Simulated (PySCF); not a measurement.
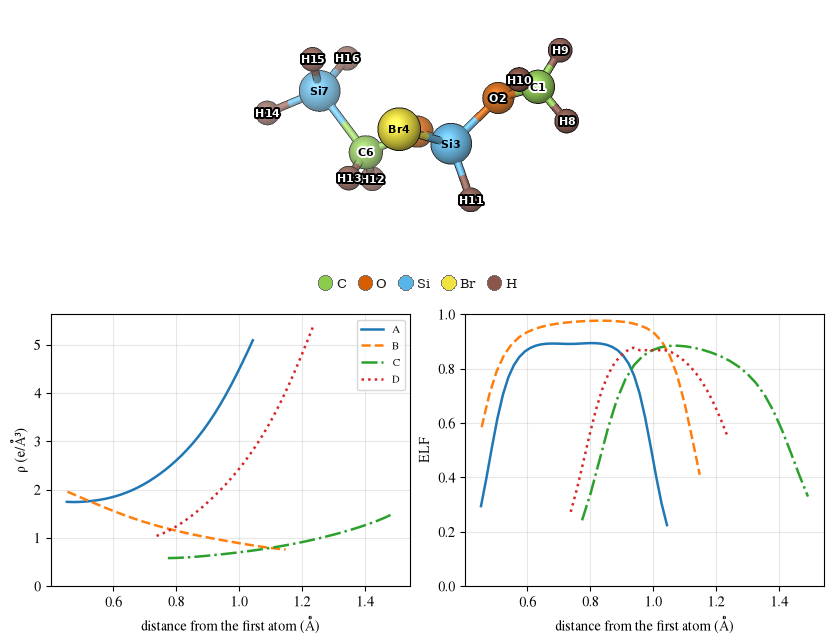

*C$_{2}$H$_{9}$BrO$_{2}$Si$_{2}$. Electron density and electron localisation function along straight lines between neighbouring atoms. The curves leave out the atomic cores. The structure is drawn too.*

Geometry: GFN2-xTB.

Level of theory: wB97X-D/def2-SVPD, SCF density, gas phase in PySCF.

The calculation's input:

```
{"job": {"kind": "uv", "xc": "wB97X-D", "basis": "def2-SVPD", "nstates": 8, "ntriplets": 3}, "charge": 0, "multiplicity": 1}
C     -2.942201    -1.325798     0.453059
O     -1.575105    -1.162101     0.253026
Si    -0.863306    -0.105855    -0.718261
Br    -1.453689     1.945814    -0.147672
O      0.676591    -0.355138    -0.388556
C      1.791718     0.426151    -0.761244
Si     2.743222     0.870124     0.837587
H     -3.418797    -1.709971    -0.451944
H     -3.079116    -2.040989     1.263560
H     -3.416159    -0.377746     0.722932
H     -1.223918    -0.219610    -2.122641
H      2.392716    -0.168761    -1.454385
H      1.466956     1.318935    -1.302580
H      3.939403     1.609089     0.431108
H      1.868804     1.689977     1.672875
H      3.085283    -0.385177     1.504175
```

Command:

```sh
OMP_NUM_THREADS=1 python probes_run.py task.json out
```

Q: Which curve belongs to which contact (C–O, C–Si, Si–Br and Si–O)? The first atom named is at distance zero.

A: Curve A: C–O (1.39 Å): ρ at the midpoint is about 2.1 e/Å³, with its minimum of 1.7 e/Å³ about 0.5 Å from C; the ELF peaks at about 0.90 between the atoms; a shared but strongly polarised pair. Curve B: C–Si (1.91 Å): ρ is about 0.94 e/Å³ halfway; the ELF peaks at about 1 between the atoms (a covalent bond). Curve C: Si–Br (2.21 Å): ρ at the midpoint is about 0.8 e/Å³; the ELF peaks at about 0.90 between the atoms (a shared but strongly polarised pair). Curve D: Si–O (1.59 Å): ρ is about 1.2 e/Å³ halfway; the ELF peaks at about 0.90 between the atoms (a short, strongly polar bond).
